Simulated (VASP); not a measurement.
Band structure of Mg₃Sb₂ (space group P-3m1). Computed with LDA (Ceperley-Alder, Perdew-Zunger) with spin-orbit coupling, VASP's LDA PAW potentials (set 64) (plane waves; VASP 6.6.1).

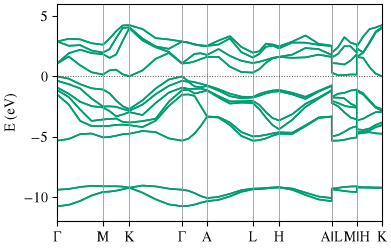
*Bands along high-symmetry lines, zero at the valence-band maximum or, without a gap, the Fermi level*

**Question.** Read the plot: is there a gap, and where are the band edges?

**Answer.** It has no gap at this level: it comes out as a metal or semimetal.

The structure comes from a computed database's Mg3Sb2 entry (P-3m1); how it stands against other phases isn't given here. It was relaxed first. The k-mesh is coarse (spacing up to 0.32 per Å, 2π included), so the numbers may not be converged in it.
